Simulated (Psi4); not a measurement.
**PO (Phosphorus monoxide): UMP2/6-311++G(3df,3pd) (density fitting, density fitting for correlation, sweep point 9)**

We compute a geometry optimisation of PO (Phosphorus monoxide). 

Program for the calculation: Psi4 1.11.

15 further runs of the same task are left out: 11 that didn't finish, 4 set aside as unsound or not needed.

## Step 1: The system as given

The species is PO (2 atoms), meant as a doublet with charge 0. As SMILES, `O=[P]`. The coordinates come from a GFN2-xTB relaxation. The run starts from this shape.

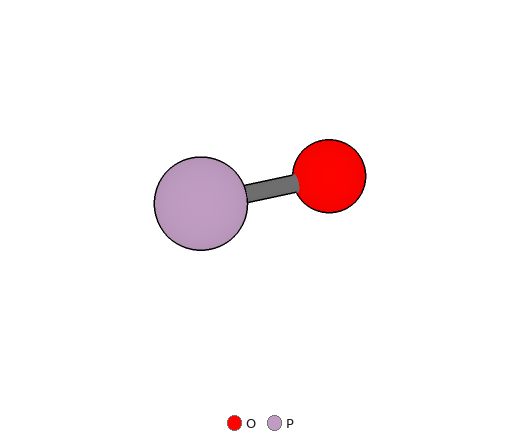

Viewed from a chosen angle; oxygen red, phosphorus pink.

## Step 2: A geometry optimisation at UMP2/6-311++G(3df,3pd) (density fitting, density fitting for correlation, sweep point 9)

File input.inp:

```
memory 1.6 GB

molecule molecule1 {
  0 2
  O      0.00000000     0.00000000     0.00000000
  P      0.00000000     0.00000000     2.74972159
  units au
  symmetry c1
}

set basis 6-311++G(3df,3pd)
set reference uhf
set puream true
set scf_type df
set num_frozen_docc 6
set g_convergence gau_tight
set geom_maxiter 50
set maxiter 150

e = optimize('mp2')
print_variables()
```

Command:

```sh
psi4 -n 1 input.inp input.out
```

input.out:

```text
[...]
  Running in c1 symmetry.
[...]
  Nuclear repulsion =   43.640781829116015
[...]
  Multiplicity = 2
[...]
  Nalpha       = 12
  Nbeta        = 11
[...]
    Number of basis functions: 86
[...]
   @DF-UHF iter   1:  -415.52030402858378   -6.50116e-01   5.76120e-03 DIIS/ADIIS
[...]
	Warning: cc_lambda option is changed to TRUE
	For this residual convergence, default PCG convergence is:     1.00e-07
[...]
	DF-SCS-MP2 Total Energy (a.u.)     :  -415.96453650332762
	DF-SOS-MP2 Total Energy (a.u.)     :  -415.96050644654673
[...]
	Warning: cc_lambda option is changed to TRUE
	For this residual convergence, default PCG convergence is:     1.00e-07
[...]
	Warning: cc_lambda option is changed to TRUE
	For this residual convergence, default PCG convergence is:     1.00e-07
[...]
   @DF-UHF iter  14:  -415.61584587286370    1.13687e-13   6.73985e-11 DIIS
[...]
   @S^2 Observed:                7.719293631E-01
[...]
  @DF-UHF Final Energy:  -415.61584587286370
   => Energetics <=
    Nuclear Repulsion Energy =             42.6016613108415356
    One-Electron Energy =                -659.5967168721537064
    Two-Electron Energy =                 201.3792096884484408
    Total Energy =                       -415.6158458728637015
  UHF NO Occupations:
  HONO-2 :   10  A 1.9965147
  HONO-1 :   11  A 1.9928533
[...]
 Multipole Moments:
 ------------------------------------------------------------------------------------
     Multipole            Electronic (a.u.)      Nuclear  (a.u.)        Total (a.u.)
 ------------------------------------------------------------------------------------
 L = 1.  Multiply by 2.5417464519 to convert [e a0] to [Debye]
 Dipole X            :          0.0000000            0.0000000            0.0000000
 Dipole Y            :          0.0000000            0.0000000            0.0000000
 Dipole Z            :          1.5190868           -0.4717600            1.0473268
 Magnitude           :                                                    1.0473268
[...]
	DF-SCS-MP2 Total Energy (a.u.)     :  -415.96560797467913
	DF-SOS-MP2 Total Energy (a.u.)     :  -415.96140847843452
	DF-SCS(N)-MP2 Total Energy (a.u.)  :  -415.77837079437467
[...]
	DF-MP2 Total Energy (a.u.)         :  -415.97400696716829
[...]
    Final optimized geometry and variables:
    Molecular point group: c1
    Full point group: C_inf_v
    Geometry (in Bohr), charge = 0, multiplicity = 2:
    O            0.000000000000     0.000000000000    -1.857549278468
    P            0.000000000000     0.000000000000     0.959242281007
  Variable Map:
  ----------------------------------------------------------------------------
  "CURRENT CORRELATION ENERGY"           =>      -0.358161094305
  "CURRENT ENERGY"                       =>    -415.974006967168
  "CURRENT REFERENCE ENERGY"             =>    -415.615845872864
  "DD SOLVATION ENERGY"                  =>       0.000000000000
  "HF KINETIC ENERGY"                    =>     415.394593561294
  "HF POTENTIAL ENERGY"                  =>    -831.010439434158
[...]
```

On the terminal:

```text
Optimizer: Optimization complete!
```

It took 11 s on 1 thread of Intel Xeon 6975P-C (Granite Rapids), shared host; peak memory 0.67 GiB.

Step by step:

| step | energy from the first frame kept (eV) | largest force (eV/Å) |
| --- | --- | --- |
| 0 | 0.0000 | 2.2304 |
| 1 | -0.0348 | 0.6526 |
| 2 | -0.0384 | 0.0551 |
| 3 | -0.0384 | 0.0043 |
| 4 | -0.0384 | 0.0003 |

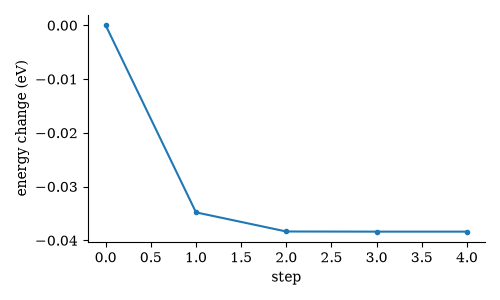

Energy along the run.

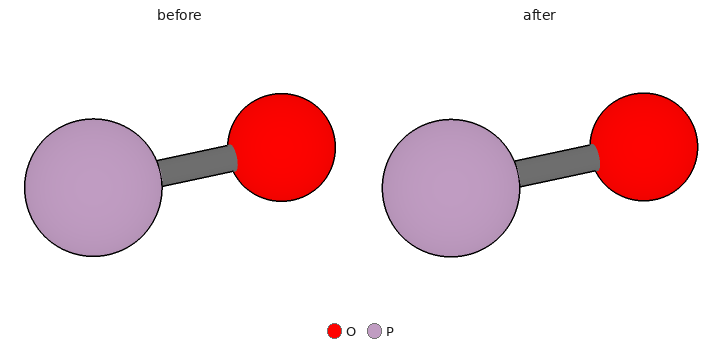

Before and after, at one scale.

After the run. Bond lengths: O1–P2 1.491 Å.

## Step 3: Summary of results

At UMP2/6-311++G(3df,3pd) (density fitting, density fitting for correlation, sweep point 9), 6 core orbitals frozen:

| quantity | value |
| --- | --- |
| total energy at the end | -415.97401 Eh |
| HOMO energy (Hartree–Fock orbitals) (highest over α and β) | -9.31 eV |
| LUMO energy (Hartree–Fock orbitals) (lowest over α and β) | -0.06 eV |
| correlation energy (6 core orbitals frozen) | -358.2 mEh |
| bond length | 1.491 Å |
| ⟨S²⟩ of the reference determinant | 0.772 |

At the final geometry: Bond lengths: O1–P2 1.491 Å. The optimisation took 5 steps and changed the energy by -0.038 eV.
